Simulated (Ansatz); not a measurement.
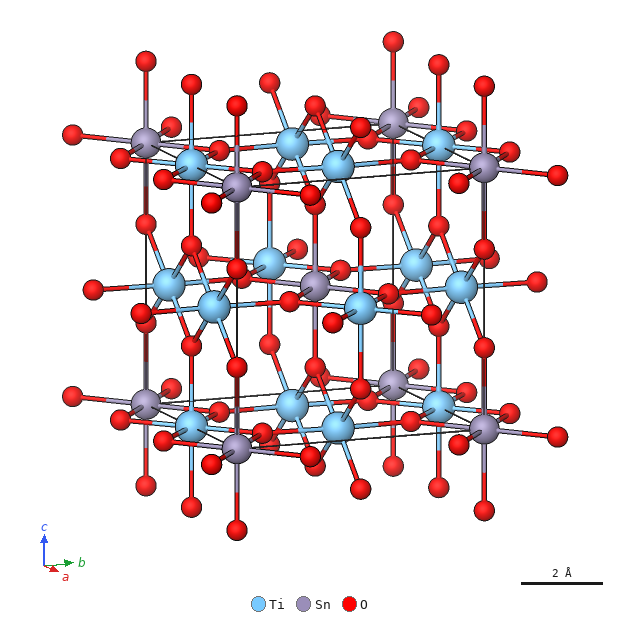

A ball-and-stick rendering, viewed slightly off an axis. Thin lines show the conventional unit cell, with boundary atoms drawn in all their periodic places. Some neighbours outside the box are added.

Ti3SnO8, space group Immm (No. 71), a = 6.065 Å, b = 6.639 Å, c = 6.643 Å, α = 90.00°, β = 90.00°, γ = 90.00°. The model was built from a structure type filled with these elements by a generator (whether the compound takes this form wasn't checked). Earlier steps of the study may have refined or changed the cell and positions. A calculation with Ansatz used it as input.

This one geometry was computed with Ansatz (DFT, plane waves, PAW) at three levels of theory: PBE, r2SCAN and PBE+U (U_eff = 4.00 eV on Ti d).

Which level gives the highest pressure at this volume, and what does that say about its equilibrium volume?

Answer. Highest: PBE+U (U_eff = 4.00 eV on Ti d) (2.3 GPa), which points to the largest equilibrium volume. Lowest, with the smallest volume: r2SCAN (-6.0 GPa). Levels within 0.5 GPa of each other can't be told apart.

How does the band gap change with the level of theory?

Answer. PBE: a gap of 1.71 eV, direct; r2SCAN: a gap of 2.14 eV, direct; PBE+U (U_eff = 4.00 eV on Ti d): a gap of 2.16 eV, direct.

Collect the results in a table.

Answer.
| level | cutoff (eV) | k-mesh of the run's cell | gap (eV) | pressure (GPa) |
| --- | --- | --- | --- | --- |
| PBE | 420 | 6×6×6 | 1.71 | 0.0 |
| r2SCAN | 500 | 6×6×6 | 2.14 | -6.0 |
| PBE+U (U_eff = 4.00 eV on Ti d) | 420 | 6×6×6 | 2.16 | 2.3 |

Gaps are taken on the k-mesh or band path of each run.
